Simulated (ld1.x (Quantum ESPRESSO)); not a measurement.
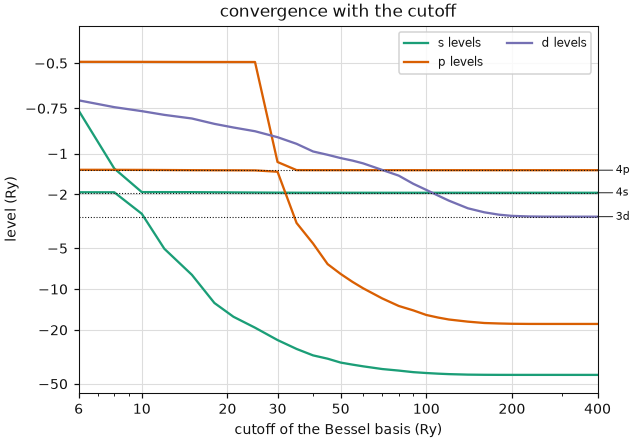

The pseudo-atom Hamiltonian at the reference potential is diagonalised in spherical Bessel functions (20 bohr box) up to the cutoff. Curves: the lowest levels of each channel that holds a bound state. Dotted lines: the all-electron valence levels.

Input of ld1.x (Quantum ESPRESSO) 7.5:

```
 &input
   title='Ga', zed=31., rel=1, dft='PZ', iswitch=3,
   config='[Ar] 3d10 4s1 4p0',
   nld=3, rlderiv=1.80, eminld=-5.0, emaxld=5.0, deld=0.02
 /
 &inputp
   pseudotype=2, tm=.true., lloc=2,
   nlcc=.true., new_core_ps=.true.,
   file_pseudopw='Ga.UPF', file_wfcaegen='ae.wfc', file_wfcncgen='nc.wfc', file_beta='beta', file_chi='chi'
 /
3
4S  1  0   1.00   0.00  1.50  1.50  0.0
4P  2  1   0.00   0.00  1.65  1.65  0.0
3D  3  2  10.00   0.00  0.90  0.90  0.0
 &test
   configts(1)='3d10 4s1 4p0'
 /
```

Run as:
```bash
ld1.x < Ga.in > Ga.out
```

Functional and relativity: LDA (PZ), scalar-relativistic.

Check the spectrum for spurious states.

Ghost states below the valence levels: s at -584.0 eV, p at -245.8 eV. A ghost is a curve that settles on no dotted line: a bound state with no counterpart among the valence levels. In Ry: s -42.93, p -18.07.

Read the all-electron valence levels.

4s: -1.95 Ry; 4p: -1.33 Ry; 3d: -2.92 Ry.

From which cutoff on does the ghost show?

The lowest s curve lies clearly below the lowest valence level of its channel from about 10 Ry on and ends at -42.93 Ry.
